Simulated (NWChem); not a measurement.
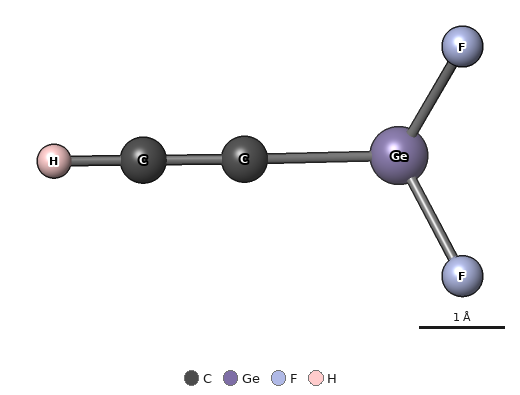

The structure (ball-and-stick view, seen on its broad side). Sticks mark near contacts. Bond lengths as drawn: C–C 1.21 Å, C–Ge 1.89 Å, C–H 1.07 Å and F–Ge 1.73 Å.

# C2HF2Ge (charge +1): single-point calculation

C2HF2Ge, charge +1, computed with PBE0/6-31G*, RKS (NWChem 7.3.0).

The geometry is that of the parent species in another charge or spin state. The geometry comes from this level: PBE0-D4/def2-TZVP.

Input:
```
start c2hf2ge
memory 2200 mb
charge 1
geometry units angstroms noautosym nocenter noautoz
   C    -0.190100    0.518400    1.692900
   C    -0.131400    0.204200    0.530300
   Ge   -0.289600   -0.139700   -1.323100
   F    -0.276600   -1.850600   -1.565100
   F     1.142900    0.424100   -2.108200
   H    -0.213200    0.779700    2.727000
end
basis spherical bse
   * library 6-31G*
end
dft
   xc pbe0
   mult 1
   grid fine
   convergence energy 1e-08
   maxiter 100
   mulliken
   print low
end
task dft energy
```

Machine: 1 thread of Intel Xeon (Sapphire Rapids), 32 GiB of memory available, shared host.

Launch command:
```bash
nwchem c2hf2ge.nw > c2hf2ge.out
```

Log:
```
Northwest Computational Chemistry Package (NWChem) 7.3.0
             --------------------------------------------------------

           Job information
           ---------------

    nwchem branch   = 7.3.0
    use scalapack   = T
    input           = c2hf2ge.nw
    prefix          = c2hf2ge.
    data base       = ./c2hf2ge.db
    status          = startup
    nproc           =        1

           Memory information
           ------------------

    heap     =     72089598 doubles =      550.0 Mbytes
    stack    =     72089595 doubles =      550.0 Mbytes
    global   =    144179200 doubles =     1100.0 Mbytes (distinct from heap & stack)
    total    =    288358393 doubles =     2200.0 Mbytes
    verify   = yes
    hardfail = no

           Directory information
           ---------------------

  0 permanent = .
  0 scratch   = .

                                NWChem Input Module
                                -------------------

 Scaling coordinates for geometry "geometry" by  1.889725989
 (inverse scale =  0.529177249)

                             Geometry "geometry" -> ""
                             -------------------------

 Output coordinates in angstroms (scale by  1.889725989 to convert to a.u.)

  No.       Tag          Charge          X              Y              Z
 ---- ---------------- ---------- -------------- -------------- --------------
    1 C                    6.0000    -0.19010000     0.51840000     1.69290000
    2 C                    6.0000    -0.13140000     0.20420000     0.53030000
    3 Ge                  32.0000    -0.28960000    -0.13970000    -1.32310000
    4 F                    9.0000    -0.27660000    -1.85060000    -1.56510000
    5 F                    9.0000     1.14290000     0.42410000    -2.10820000
    6 H                    1.0000    -0.21320000     0.77970000     2.72700000

      Atomic Mass
      -----------

      C                 12.000000
      Ge                73.921900
      F                 18.998400
      H                  1.007825

 Effective nuclear repulsion energy (a.u.)     338.4395195673

            Nuclear Dipole moment (a.u.)
            ----------------------------
        X                 Y               Z
 ---------------- ---------------- ----------------
    -6.8270130789   -23.0425628143  -112.1225451626

            XYZ format geometry
            -------------------
     6
 geometry
 C                    -0.19010000     0.51840000     1.69290000
 C                    -0.13140000     0.20420000     0.53030000
 Ge                   -0.28960000    -0.13970000    -1.32310000
 F                    -0.27660000    -1.85060000    -1.56510000
 F                     1.14290000     0.42410000    -2.10820000
 H                    -0.21320000     0.77970000     2.72700000

 ==============================================================================
                                internuclear distances
 ------------------------------------------------------------------------------
       center one      |      center two      | atomic units |  angstroms
 ------------------------------------------------------------------------------
    2 C                |   1 C                |     2.27852  |     1.20574
    3 Ge               |   2 C                |     3.57472  |     1.89166
    4 F                |   3 Ge               |     3.26541  |     1.72798
    5 F                |   3 Ge               |     3.26562  |     1.72809
    6 H                |   1 C                |     2.01606  |     1.06685
 ------------------------------------------------------------------------------
                         number of included internuclear distances:          5
 ==============================================================================

 ==============================================================================
                                 internuclear angles
 ------------------------------------------------------------------------------
        center 1       |       center 2       |       center 3       |  degrees
 ------------------------------------------------------------------------------
    2 C                |   1 C                |   6 H                |   178.19
    1 C                |   2 C                |   3 Ge               |   171.12
    2 C                |   3 Ge               |   4 F                |   108.46
    2 C                |   3 Ge               |   5 F                |   108.45
    4 F                |   3 Ge               |   5 F                |   104.67
 ------------------------------------------------------------------------------
                            number of included internuclear angles:          5
 ==============================================================================

 Summary of "ao basis" -> "" (spherical)
 ------------------------------------------------------------------------------
       Tag                 Description            Shells   Functions and Types
 ---------------- ------------------------------  ------  ---------------------
 *                           6-31G*                   on all atoms

                                 NWChem DFT Module
                                 -----------------

                      Basis "ao basis" -> "ao basis" (spherical)
                      -----
  [basis functions not shown]

 Summary of "ao basis" -> "ao basis" (spherical)
 ------------------------------------------------------------------------------
       Tag                 Description            Shells   Functions and Types
 ---------------- ------------------------------  ------  ---------------------
 C                           6-31G*                  6       14   3s2p1d
 Ge                          6-31G*                 12       32   5s4p3d
 F                           6-31G*                  6       14   3s2p1d
 H                           6-31G*                  2        2   2s

  Caching 1-el integrals
   Time after variat. SCF:      1.1

     ---------------------------------------------
      Total Density - Mulliken Population Analysis
     ---------------------------------------------

    Atom       Charge   Shell Charges
 -----------   ------   -------------------------------------------------------
    1 C    6     5.60   2.00  0.78  1.60  0.62  0.57  0.03
    2 C    6     6.17   2.00  0.76  1.99  0.76  0.65  0.02
    3 Ge  32    30.43   2.00  2.00  6.00  2.01  6.02  1.17  0.94  0.05  0.05  7.32  2.62  0.26
    4 F    9     9.58   2.00  0.99  3.55  0.99  2.05  0.01
    5 F    9     9.58   2.00  0.99  3.55  0.99  2.05  0.01
    6 H    1     0.63   0.40  0.24
   Time prior to 1st pass:      1.1

           Memory utilization after 1st SCF pass:
           Heap Space remaining (MW):       36.45            36453494
          Stack Space remaining (MW):       72.09            72088964

   convergence    iter        energy       DeltaE   RMS-Dens  Diis-err    time
 ---------------- ----- ----------------- --------- --------- ---------  ------
 d= 0,ls=0.0,diis     1  -2351.9398065864 -2.69D+03  2.85D-02  5.50D+00     3.0
 d= 0,ls=0.0,diis     2  -2351.3630206298  5.77D-01  2.22D-02  1.09D+01     4.7
 d= 0,ls=0.0,diis     3  -2352.1664200264 -8.03D-01  7.10D-03  1.04D+00     6.2
 d= 0,ls=0.0,diis     4  -2352.2591297909 -9.27D-02  2.44D-03  1.59D-02     7.8
 d= 0,ls=0.0,diis     5  -2352.2570763472  2.05D-03  1.39D-03  3.04D-02     9.4
  Resetting Diis
 d= 0,ls=0.0,diis     6  -2352.2615903023 -4.51D-03  2.42D-04  5.13D-04    11.1
 d= 0,ls=0.0,diis     7  -2352.2616344460 -4.41D-05  3.28D-04  1.71D-04    12.8
 d= 0,ls=0.0,diis     8  -2352.2615829696  5.15D-05  1.99D-04  5.60D-04    14.5
 d= 0,ls=0.0,diis     9  -2352.2616591730 -7.62D-05  1.89D-05  4.48D-06    16.2
 d= 0,ls=0.0,diis    10  -2352.2616596356 -4.63D-07  4.96D-06  2.78D-07    17.9
 d= 0,ls=0.0,diis    11  -2352.2616596632 -2.77D-08  2.55D-06  8.83D-08    19.6
 d= 0,ls=0.0,diis    12  -2352.2616596738 -1.06D-08  8.86D-07  8.87D-09    21.3
 d= 0,ls=0.0,diis    13  -2352.2616596751 -1.26D-09  2.27D-07  3.75D-10    23.0

         Total DFT energy =    -2352.261659675095
      One electron energy =    -3932.492724650882
           Coulomb energy =     1352.049664727808
    Exchange-Corr. energy =     -110.258119319273
 Nuclear repulsion energy =      338.439519567253

 Numeric. integr. density =       61.999999694911

     Total iterative time =     22.0s

     ---------------------------------------------
      Total Density - Mulliken Population Analysis
     ---------------------------------------------

    Atom       Charge   Shell Charges
 -----------   ------   -------------------------------------------------------
    1 C    6     5.92   2.00  0.74  1.89  0.54  0.72  0.03
    2 C    6     5.97   2.00  0.67  1.98  0.74  0.56  0.02
    3 Ge  32    30.95   2.00  2.00  6.00  2.00  5.99  1.22  1.42 -0.01  0.06  6.89  2.94  0.43
    4 F    9     9.26   2.00  0.95  3.24  1.03  2.02  0.01
    5 F    9     9.26   2.00  0.95  3.24  1.03  2.02  0.01
    6 H    1     0.65   0.49  0.16

     -------------------------------------------
      Total Density - Lowdin Population Analysis
     -------------------------------------------

    Atom       Charge   Shell Charges
 -----------   ------   -------------------------------------------------------
    1 C    6     5.89   1.99  0.59  1.70  0.45  1.10  0.05
    2 C    6     6.12   1.99  0.54  1.77  0.44  1.33  0.04
    3 Ge  32    31.00   2.00  2.00  5.99  1.97  5.88  0.77  1.25  0.25  0.39  6.69  3.07  0.73
    4 F    9     9.11   1.99  0.95  3.11  0.85  2.19  0.02
    5 F    9     9.11   1.99  0.95  3.11  0.85  2.19  0.02
    6 H    1     0.76   0.45  0.32

 Task  times  cpu:       23.0s     wall:       23.0s
 Total times  cpu:       23.0s     wall:       23.0s
```

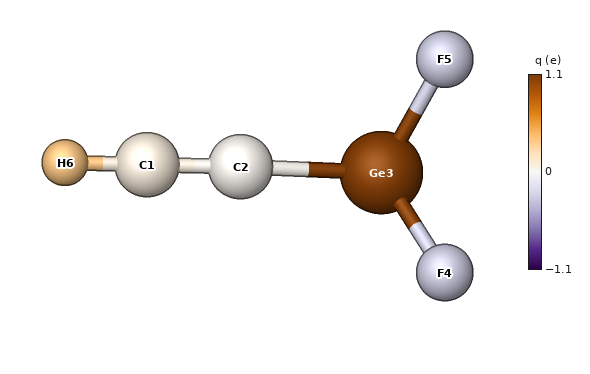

Mulliken charges, as the colour of each atom (ball-and-stick view, seen on its broad side; atoms are numbered from 1 in the order of the input). By element: C +0.03 to +0.08, Ge +1.05, F −0.26 and H +0.35 e.

Results in brief:

- outcome: converged
- total energy: −2352.261660 hartree
- wall time: 24 s
- peak memory: 0.12 GiB
